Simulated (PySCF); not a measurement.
# C3H4FPSSi: a tour of settings

Aim: see how C3H4FPSSi (`Fc1csc([SiH3])p1`) answers to the choice of functional, basis, grid and SCF options.

Computed with PySCF 2.14.0, with density-fitted response routines of our own, on a single molecule, in the gas phase or a continuum. Atoms are numbered from 0 throughout.

### 1 The starting structure

11 atoms, charge 0, multiplicity 1; geometry from: GFN2-xTB.

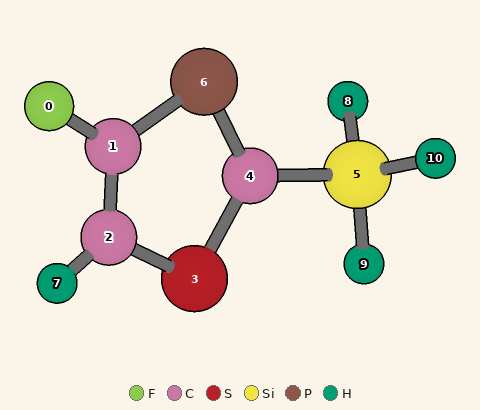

The starting geometry (fluorine green, carbon pink, sulfur red, silicon yellow, phosphorus brown, hydrogen teal), atoms numbered; sticks join atoms by distance.

### 2 Shielding tensors: PBE0/pcSseg-1

The job: settings as JSON, then the geometry in Å.

```
{"job": {"kind": "nmr", "xc": "PBE0", "basis": "pcSseg-1"}, "charge": 0, "multiplicity": 1}
F      3.200984     1.212774     0.479954
C      2.027442     0.611067     0.208247
C      1.997557    -0.550776    -0.489283
S      0.438282    -1.194254    -0.756381
C     -0.427858     0.052191     0.065376
Si    -2.313335    -0.068943     0.134494
P      0.495834     1.322985     0.756927
H      2.853949    -1.076292    -0.869786
H     -2.720649     0.104945     1.527632
H     -2.674855    -1.394107    -0.367589
H     -2.871926     0.983082    -0.715555
```

Method: GIAO PBE0/pcSseg-1 NMR shielding, non-relativistic, gas phase.

Command:

```sh
OMP_NUM_THREADS=1 python probes_run.py task.json out
```

The driver reads the jobs from task.json and runs them one after another.

Standard output:

```text
coarse grid: 11696 points
cycle   1  E = -1244.8035147850  dE =  1.042e+00  |g| = 4.307e-01  |ddm| = 3.550e+00
cycle   2  E = -1244.7774366866  dE =  2.608e-02  |g| = 5.855e-01  |ddm| = 7.063e-01
cycle   3  E = -1244.8346677175  dE = -5.723e-02  |g| = 8.861e-02  |ddm| = 4.488e-01
cycle   4  E = -1244.8356949506  dE = -1.027e-03  |g| = 5.960e-02  |ddm| = 1.333e-01
cycle   5  E = -1244.8366965178  dE = -1.002e-03  |g| = 9.358e-03  |ddm| = 6.661e-02
cycle   6  E = -1244.8367116481  dE = -1.513e-05  |g| = 4.726e-03  |ddm| = 1.337e-02
cycle   7  E = -1244.8367171719  dE = -5.524e-06  |g| = 8.634e-04  |ddm| = 5.242e-03
final grid: 102320 points
cycle   8  E = -1244.8877509358  dE = -1.463e-05  |g| = 9.183e-03  |ddm| = 2.289e-02
cycle   9  E = -1244.8877223020  dE =  2.863e-05  |g| = 1.428e-02  |ddm| = 2.105e-02
cycle  10  E = -1244.8877707627  dE = -4.846e-05  |g| = 1.268e-03  |ddm| = 1.356e-02
cycle  11  E = -1244.8877711018  dE = -3.391e-07  |g| = 5.145e-04  |ddm| = 1.737e-03
cycle  12  E = -1244.8877711759  dE = -7.401e-08  |g| = 1.358e-04  |ddm| = 6.449e-04
cycle  13  E = -1244.8877711800  dE = -4.098e-09  |g| = 4.178e-05  |ddm| = 1.373e-04
cycle  14  E = -1244.8877711803  dE = -3.376e-10  |g| = 8.746e-06  |ddm| = 4.173e-05
converged SCF energy = -1244.8877711803

GIAO shielding tensors (ppm)
atom      isotropic    diamagn.    paramagn.     s11        s22        s33       span
  0 F      291.324     471.066    -179.742    172.519    266.747    434.707    262.188
  1 C      -13.563     260.052    -273.615    -98.024     16.990     40.346    138.370
  2 C       53.892     263.866    -209.974    -26.664     46.688    141.652    168.316
  3 S      183.359    1058.340    -874.981    -15.935    236.365    329.646    345.581
  4 C       11.509     269.901    -258.391   -137.156      4.319    167.366    304.522
  5 Si     421.980     879.307    -457.327    399.997    408.436    457.505     57.508
  6 P       92.420     967.212    -874.792   -231.013     96.927    411.345    642.358
  7 H       23.789      30.418      -6.629     20.873     24.559     25.935      5.062
  8 H       26.749      27.932      -1.183     22.764     25.493     31.991      9.227
  9 H       27.137      28.338      -1.201     23.011     26.637     31.763      8.751
 10 H       26.768      27.874      -1.105     23.138     24.942     32.225      9.087
```

Wall time 14 s (1 thread of Intel Xeon 6975P-C, shared host); peak memory 0.77 GiB.

The references, computed at this level on geometries of the same kind, shield at (ppm): 1H TMS 31.72, 13C TMS 186.9, 29Si TMS 349.2, 19F CFCl3 170.9, 31P H3PO4 318.4, 33S CS2 504. Their shielding less the atom's gives the shift. The references are single molecules in the gas phase, so shifts against H2O, NH3, PH3, H3PO4 or CFCl3 are not on the usual liquid scales and can be off by tens of ppm. Atoms listed in one row are averaged.

```csv
atoms,environment,σ (ppm),δ (ppm),δ scaled to CDCl3
C1,aromatic carbon bearing fluorine,-13.6,200.5,193.8
C4,substituted aromatic carbon next to the ring sulfur,11.5,175.4,164.9
C2,aromatic CH next to the ring sulfur,53.9,133.0,123.5
H7,hydrogen on an aromatic CH next to the ring sulfur,23.79,7.93,7.58
"H8, H9, H10",hydrogen on a silicon bonded to C,26.88,4.83,–
F0,aryl fluorine,291.3,-120.4,–
S3,aromatic ring sulfur,183,320,–
Si5,"silicon bonded to C, 3 H",422.0,-72.8,–
P6,"phosphorus bonded to 2 C, in a 5-membered ring",92.4,226.0,–
```

The scaled column applies a straight-line fit of computed shieldings to shifts measured in CDCl3, with any fitted terms for Cl, Br or S neighbours, and one for carbons that bear F (root-mean-square error 0.16 ppm for H, 1.9 ppm for C).

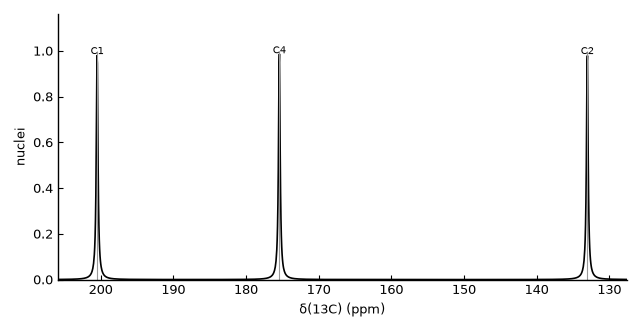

13C lines at the computed shifts, without couplings. Lines are broadened to a width of 0.27 ppm (Lorentzian).

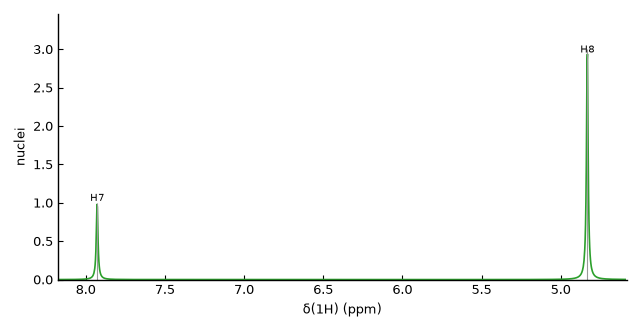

1H lines at the computed shifts, without couplings. Lines are broadened to a width of 0.01 ppm (Lorentzian).

The run also stored atomic charges by several schemes (e):

```csv
atoms,Mulliken,IAO,Hirshfeld,ESP fit
F0,-0.27,-0.26,-0.09,-0.19
C1,0.05,0.06,0.01,0.37
C2,-0.28,-0.36,-0.10,-0.46
S3,0.33,0.42,0.14,0.12
C4,-0.88,-0.68,-0.18,-0.21
Si5,0.64,0.62,0.30,0.36
P6,0.48,0.34,0.07,-0.08
```

Hirshfeld charges:

```csv
atom,value (e)
F0,-0.09
C1,0.01
C2,-0.10
S3,0.14
C4,-0.18
Si5,0.30
P6,0.07
H7,0.06
H8,-0.07
H9,-0.07
H10,-0.07
```

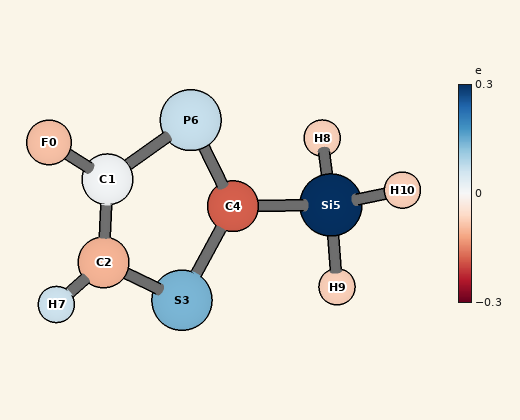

Hirshfeld charges, as colours on the atoms.

Mayer bond orders: F0–C1 0.93, C1–C2 1.57, C2–S3 1.16, S3–C4 1.17, C4–Si5 0.80, C4–P6 1.43, P6–C1 1.13.

Ring of atoms C1, C2, S3, C4, P6: NICS(0) -12.2, NICS(1) -11.1, NICS(1)zz -24.4 ppm (means of both faces).

### 3 Excited states and response: PBE0/def2-SVPD

Same as in step 2 but for these lines:

```diff
@@ -1,2 +1,2 @@
-{"job": {"kind": "nmr", "xc": "PBE0", "basis": "pcSseg-1"}, "charge": 0, "multiplicity": 1}
+{"job": {"kind": "uv", "xc": "PBE0", "basis": "def2-SVPD", "nstates": 6, "ntriplets": 2}, "charge": 0, "multiplicity": 1}
 F      3.200984     1.212774     0.479954
```

With the program's defaults for keys left out, this is: TDDFT PBE0/def2-SVPD, vertical, gas phase, core orbitals frozen in the response.

Standard output:

```text
coarse grid: 11696 points
cycle   1  E = -1244.3208009034  dE =  9.971e-01  |g| = 3.913e-01  |ddm| = 5.033e+00
cycle   2  E = -1244.2958831684  dE =  2.492e-02  |g| = 5.347e-01  |ddm| = 1.003e+00
cycle   3  E = -1244.3491932276  dE = -5.331e-02  |g| = 9.095e-02  |ddm| = 6.095e-01
cycle   4  E = -1244.3504686627  dE = -1.275e-03  |g| = 5.890e-02  |ddm| = 2.062e-01
cycle   5  E = -1244.3514642557  dE = -9.956e-04  |g| = 8.714e-03  |ddm| = 9.830e-02
cycle   6  E = -1244.3514779732  dE = -1.372e-05  |g| = 4.605e-03  |ddm| = 2.341e-02
cycle   7  E = -1244.3514833528  dE = -5.380e-06  |g| = 7.979e-04  |ddm| = 7.863e-03
final grid: 102320 points
cycle   8  E = -1244.4904871290  dE = -1.040e-05  |g| = 9.129e-03  |ddm| = 6.901e-02
cycle   9  E = -1244.4904572948  dE =  2.983e-05  |g| = 1.418e-02  |ddm| = 3.103e-02
cycle  10  E = -1244.4905079030  dE = -5.061e-05  |g| = 1.309e-03  |ddm| = 2.052e-02
cycle  11  E = -1244.4905083219  dE = -4.189e-07  |g| = 4.789e-04  |ddm| = 2.800e-03
cycle  12  E = -1244.4905083885  dE = -6.662e-08  |g| = 1.095e-04  |ddm| = 9.130e-04
cycle  13  E = -1244.4905083914  dE = -2.924e-09  |g| = 3.823e-05  |ddm| = 2.116e-04
cycle  14  E = -1244.4905083918  dE = -3.124e-10  |g| = 1.012e-05  |ddm| = 6.005e-05
converged SCF energy = -1244.4905083918

Static polarisability (au): isotropic 103.191, principal 69.950 112.637 126.985

Singlet excitations
state   eV       nm        f      main configurations
  1   4.7494    261.1   0.06741   H-1->L 0.71, H->L 0.20
  2   4.9039    252.8   0.13252   H->L 0.72, H-1->L 0.22
  3   5.1776    239.5   0.00672   H-2->L 0.97
  4   5.5123    224.9   0.00034   H->L+1 0.95
  5   5.7710    214.8   0.00133   H-1->L+1 0.96
  6   6.1820    200.6   0.01166   H-3->L 0.90

Triplet excitations (Tamm-Dancoff, eV): 3.0368 3.6638
```

It took 16 s on 1 thread of Intel Xeon 6975P-C, shared host; peak memory 0.81 GiB.

The orbitals next to the gap, with their largest atomic shares:

```csv
orbital,eV,atoms
HOMO−3,-9.60,"C4 26 %, Si5 16 %, F0 13 %"
HOMO−2,-8.41,"P6 61 %, S3 12 %, C1 10 %"
HOMO−1,-7.52,"C2 23 %, C1 22 %, C4 18 %"
HOMO,-7.29,"P6 33 %, S3 21 %, C4 21 %"
LUMO,-1.89,"P6 30 %, C4 27 %, S3 20 %"
LUMO+1,-0.38,"S3 31 %, P6 18 %, Si5 14 %"
LUMO+2,-0.15,"C1 28 %, C2 23 %, P6 16 %"
```

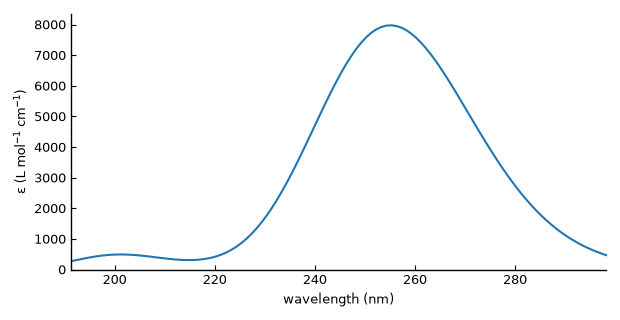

Absorption spectrum: each of the 6 states is a Gaussian band of 0.4 eV half-width at 1/e. Beyond the last state computed it falls off for lack of states.

Further results of this job:

```csv
property,computed
dipole moment (D),1.83
polarisability (Å³),15.29
HOMO–LUMO gap (eV),5.40
−ε(HOMO) (eV),7.29
```

### 4 NMR shieldings: OPBE/6-31++G** in dichloromethane

Same as in step 3 but for these lines:

```diff
@@ -1,2 +1,2 @@
-{"job": {"kind": "uv", "xc": "PBE0", "basis": "def2-SVPD", "nstates": 6, "ntriplets": 2}, "charge": 0, "multiplicity": 1}
+{"job": {"kind": "nmr", "xc": "OPBE", "basis": "6-31++G**", "solvent": "dichloromethane", "pop": false}, "charge": 0, "multiplicity": 1}
 F      3.200984     1.212774     0.479954
```

Level: GIAO OPBE/6-31++G** NMR shielding, non-relativistic, IEF-PCM dichloromethane.

Standard output:

```text
coarse grid: 11696 points
cycle   1  E = -1245.3761882598  dE =  9.159e-01  |g| = 4.534e-01  |ddm| = 7.038e+00
cycle   2  E = -1245.2632540321  dE =  1.129e-01  |g| = 8.135e-01  |ddm| = 2.568e+00
cycle   3  E = -1245.4130372918  dE = -1.498e-01  |g| = 1.795e-01  |ddm| = 1.873e+00
cycle   4  E = -1245.4214503678  dE = -8.413e-03  |g| = 6.963e-02  |ddm| = 4.561e-01
cycle   5  E = -1245.4228543174  dE = -1.404e-03  |g| = 1.248e-02  |ddm| = 1.490e-01
cycle   6  E = -1245.4228953503  dE = -4.103e-05  |g| = 4.657e-03  |ddm| = 6.185e-02
cycle   7  E = -1245.4229020538  dE = -6.704e-06  |g| = 2.024e-03  |ddm| = 1.672e-02
final grid: 102320 points
cycle   8  E = -1245.3399778150  dE =  2.307e-05  |g| = 2.644e-02  |ddm| = 2.339e-01
cycle   9  E = -1245.3393732990  dE =  6.045e-04  |g| = 5.285e-02  |ddm| = 1.400e-01
cycle  10  E = -1245.3401620758  dE = -7.888e-04  |g| = 7.821e-03  |ddm| = 9.441e-02
cycle  11  E = -1245.3401799206  dE = -1.784e-05  |g| = 1.881e-03  |ddm| = 1.576e-02
cycle  12  E = -1245.3401809599  dE = -1.039e-06  |g| = 4.811e-04  |ddm| = 5.134e-03
cycle  13  E = -1245.3401810160  dE = -5.607e-08  |g| = 1.823e-04  |ddm| = 1.111e-03
cycle  14  E = -1245.3401810251  dE = -9.075e-09  |g| = 4.579e-05  |ddm| = 4.655e-04
cycle  15  E = -1245.3401810256  dE = -4.854e-10  |g| = 2.127e-05  |ddm| = 1.146e-04
converged SCF energy = -1245.3401810256

GIAO shielding tensors (ppm)
atom      isotropic    diamagn.    paramagn.     s11        s22        s33       span
  0 F      296.046     467.867    -171.821    186.536    277.639    423.964    237.428
  1 C       19.378     259.363    -239.985    -43.227     44.598     56.761     99.989
  2 C       78.274     272.456    -194.182     13.793     66.068    154.961    141.168
  3 S      247.489    1058.482    -810.992     74.599    299.834    368.035    293.436
  4 C       48.585     283.062    -234.477    -67.516     35.502    177.769    245.285
  5 Si     451.875     875.587    -423.712    429.590    440.462    485.572     55.981
  6 P      196.969     970.119    -773.150    -64.455    200.138    455.224    519.679
  7 H       23.391      26.070      -2.679     20.583     24.089     25.500      4.917
  8 H       26.779      27.239      -0.460     22.922     25.517     31.898      8.976
  9 H       27.089      27.172      -0.083     23.013     26.471     31.784      8.770
 10 H       26.796      27.485      -0.689     23.379     24.956     32.053      8.675
```

Wall time 11 s (1 thread of Intel Xeon 6975P-C, shared host); peak memory 0.74 GiB.

This run: σ C1 19.4, C4 48.6, C2 78.3, F0 296.0, H7 23.39, H8 26.89 ppm (means over like atoms).

### 5 Shielding tensors: CAM-B3LYP/ANO-RCC-VDZP

Same as in step 4 but for these lines:

```diff
@@ -1,2 +1,2 @@
-{"job": {"kind": "nmr", "xc": "OPBE", "basis": "6-31++G**", "solvent": "dichloromethane", "pop": false}, "charge": 0, "multiplicity": 1}
+{"job": {"kind": "nmr", "xc": "CAM-B3LYP", "basis": "ANO-RCC-VDZP", "pop": false, "scf": {"level_shift": 0.1}}, "charge": 0, "multiplicity": 1}
 F      3.200984     1.212774     0.479954
```

With the program's defaults for keys left out, this is: GIAO CAM-B3LYP/ANO-RCC-VDZP NMR shielding, non-relativistic, gas phase.

Standard output:

```text
final grid: 102320 points
cycle   1  E = -1244.9435226290  dE =  1.211e+00  |g| = 5.034e-01  |ddm| = 4.845e+00
cycle   2  E = -1244.9623896376  dE = -1.887e-02  |g| = 5.197e-01  |ddm| = 7.645e-01
cycle   3  E = -1245.0096034762  dE = -4.721e-02  |g| = 4.840e-02  |ddm| = 3.114e-01
cycle   4  E = -1245.0103337065  dE = -7.302e-04  |g| = 2.266e-02  |ddm| = 8.492e-02
cycle   5  E = -1245.0105001187  dE = -1.664e-04  |g| = 7.440e-03  |ddm| = 3.580e-02
cycle   6  E = -1245.0105197818  dE = -1.966e-05  |g| = 2.049e-03  |ddm| = 1.261e-02
cycle   7  E = -1245.0105221155  dE = -2.334e-06  |g| = 1.166e-03  |ddm| = 5.574e-03
cycle   8  E = -1245.0105228770  dE = -7.615e-07  |g| = 3.443e-04  |ddm| = 2.770e-03
cycle   9  E = -1245.0105230096  dE = -1.326e-07  |g| = 2.171e-04  |ddm| = 1.346e-03
cycle  10  E = -1245.0105230474  dE = -3.784e-08  |g| = 7.121e-05  |ddm| = 6.938e-04
cycle  11  E = -1245.0105230546  dE = -7.210e-09  |g| = 3.775e-05  |ddm| = 3.370e-04
cycle  12  E = -1245.0105230559  dE = -1.235e-09  |g| = 1.718e-05  |ddm| = 1.242e-04
cycle  13  E = -1245.0105230561  dE = -2.776e-10  |g| = 4.393e-06  |ddm| = 6.830e-05
level shift removed, Fock matrix diagonalised once more
converged SCF energy = -1245.0105230561

GIAO shielding tensors (ppm)
atom      isotropic    diamagn.    paramagn.     s11        s22        s33       span
  0 F      324.907     464.701    -139.794    221.574    305.931    447.215    225.642
  1 C       -9.979     252.301    -262.280    -99.118     21.473     47.707    146.825
  2 C       56.259     250.643    -194.384    -26.039     48.293    146.522    172.562
  3 S      264.615    1072.204    -807.589     83.139    334.603    376.104    292.965
  4 C        5.409     245.806    -240.396   -152.252      0.988    167.492    319.744
  5 Si     485.455     888.365    -402.909    457.364    471.368    527.634     70.271
  6 P      158.385     982.963    -824.578   -151.226    185.071    441.309    592.535
  7 H       23.527      30.110      -6.583     21.381     23.757     25.444      4.063
  8 H       26.968      29.872      -2.904     23.250     25.788     31.867      8.618
  9 H       27.293      30.196      -2.902     23.255     26.877     31.749      8.494
 10 H       26.985      29.824      -2.839     23.675     25.215     32.065      8.390
```

Wall time 28 s (1 thread of Intel Xeon 6975P-C, shared host); peak memory 0.79 GiB.

In short: δ C1 198.8, C4 183.4, C2 132.6, F0 -134.5, H7 8.30, H8 4.74 ppm (means over like atoms).

### 6 Shielding tensors: B3LYP/pcSseg-1 in chloroform

Same as in step 5 but for these lines:

```diff
@@ -1,2 +1,2 @@
-{"job": {"kind": "nmr", "xc": "CAM-B3LYP", "basis": "ANO-RCC-VDZP", "pop": false, "scf": {"level_shift": 0.1}}, "charge": 0, "multiplicity": 1}
+{"job": {"kind": "nmr", "xc": "B3LYP", "basis": "pcSseg-1", "solvent": "chloroform", "pop": true, "scf": {"level_shift": 0.2, "conv": 1e-07}}, "charge": 0, "multiplicity": 1}
 F      3.200984     1.212774     0.479954
```

Method: GIAO B3LYP/pcSseg-1 NMR shielding, non-relativistic, IEF-PCM chloroform.

Standard output:

```text
final grid: 102320 points
cycle   1  E = -1245.5147174531  dE =  1.021e+00  |g| = 5.176e-01  |ddm| = 3.385e+00
cycle   2  E = -1245.5271097675  dE = -1.239e-02  |g| = 5.602e-01  |ddm| = 7.703e-01
cycle   3  E = -1245.5719279576  dE = -4.482e-02  |g| = 7.597e-02  |ddm| = 2.545e-01
cycle   4  E = -1245.5733093924  dE = -1.381e-03  |g| = 2.259e-02  |ddm| = 1.035e-01
cycle   5  E = -1245.5734167687  dE = -1.074e-04  |g| = 6.762e-03  |ddm| = 2.965e-02
cycle   6  E = -1245.5734276334  dE = -1.086e-05  |g| = 2.560e-03  |ddm| = 1.083e-02
cycle   7  E = -1245.5734293489  dE = -1.716e-06  |g| = 7.875e-04  |ddm| = 3.955e-03
cycle   8  E = -1245.5734295877  dE = -2.387e-07  |g| = 2.636e-04  |ddm| = 1.721e-03
cycle   9  E = -1245.5734296320  dE = -4.432e-08  |g| = 1.257e-04  |ddm| = 7.658e-04
level shift removed, Fock matrix diagonalised once more
converged SCF energy = -1245.5734296320

GIAO shielding tensors (ppm)
atom      isotropic    diamagn.    paramagn.     s11        s22        s33       span
  0 F      295.673     472.330    -176.657    182.579    271.582    432.857    250.278
  1 C      -21.198     260.313    -281.511   -107.616     11.240     32.783    140.399
  2 C       46.294     263.088    -216.794    -35.219     37.807    136.295    171.514
  3 S      154.671    1058.643    -903.972    -47.788    208.367    303.434    351.222
  4 C        0.122     269.079    -268.957   -150.451     -9.207    160.024    310.475
  5 Si     410.527     879.103    -468.576    387.851    398.379    445.352     57.501
  6 P       76.965     967.870    -890.905   -238.212     82.439    386.668    624.880
  7 H       23.740      30.181      -6.441     20.919     24.430     25.870      4.951
  8 H       26.975      28.303      -1.328     23.066     25.770     32.090      9.023
  9 H       27.315      28.629      -1.314     23.282     26.838     31.825      8.543
 10 H       26.997      28.260      -1.263     23.449     25.220     32.322      8.873
```

It took 14 s on 1 thread of Intel Xeon 6975P-C, shared host; peak memory 0.88 GiB.

This run: σ C1 -21.2, C4 0.1, C2 46.3, F0 295.7, H7 23.74, H8 27.10 ppm (means over like atoms).

### 7 Comparing the runs: NMR shifts

Isotropic shieldings (ppm) of some atoms, chosen among heavy atoms and hydrogens apart, means over like atoms, with basis size and wall time:

```csv
run,C1,C4,H7,H8,S3,Si5,P6,functions,time
PBE0/pcSseg-1,-13.6,11.5,23.79,26.88,183,422.0,92.4,160,14 s
OPBE/6-31++G** in dichloromethane,19.4,48.6,23.39,26.89,247,451.9,197.0,162,11 s
CAM-B3LYP/ANO-RCC-VDZP,-10.0,5.4,23.53,27.08,265,485.5,158.4,130,28 s
B3LYP/pcSseg-1 in chloroform,-21.2,0.1,23.74,27.10,155,410.5,77.0,160,14 s
```

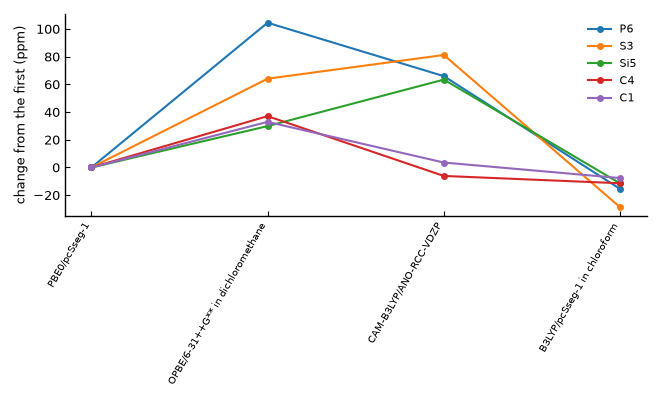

How five of the tabulated atoms move from run to run.

### 8 Results

```
                                                              quantity                        value
                                13C shifts against TMS (PBE0/pcSseg-1)      200.5, 175.4, 133.0 ppm
1H shifts against TMS (PBE0/pcSseg-1, means over atoms taken as alike)               7.93, 4.83 ppm
                              19F shifts against CFCl3 (PBE0/pcSseg-1)                   -120.4 ppm
                                33S shifts against CS2 (PBE0/pcSseg-1)                      320 ppm
                               29Si shifts against TMS (PBE0/pcSseg-1)                    -72.8 ppm
                              31P shifts against H3PO4 (PBE0/pcSseg-1)                    226.0 ppm
                                       lowest singlet (PBE0/def2-SVPD)  4.75 eV (261 nm), f = 0.067
                              brightest single state of those computed  state 2, 4.90 eV, f = 0.133
                                                        lowest triplet                      3.04 eV
                                          range of the shielding of P6            77.0 to 197.0 ppm
```

What this shows: Single values in the summary come from the first run of each kind that ended normally (PBE0/pcSseg-1; PBE0/def2-SVPD), which need not be the best level. At PBE0/pcSseg-1: Shielding is most anisotropic at P6 (span 642 ppm, paramagnetic term -875 ppm). NICS(1)zz of -24 ppm above the planar ring from C1 marks a diatropic (aromatic) ring current. The first singlet state (HOMO−1→LUMO 0.71, HOMO→LUMO 0.20) lies at 4.75 eV and is bright; of the 6 states computed, the strongest absorption comes from state 2 at 4.90 eV. The lowest triplet lies 1.71 eV below the lowest singlet (triplets in Tamm-Dancoff, singlets in full TDDFT). In ppm, P6 moves most: its shielding spreads over 120.0 ppm, from 77.0 (B3LYP/pcSseg-1 in chloroform) to 197.0 (OPBE/6-31++G** in dichloromethane).
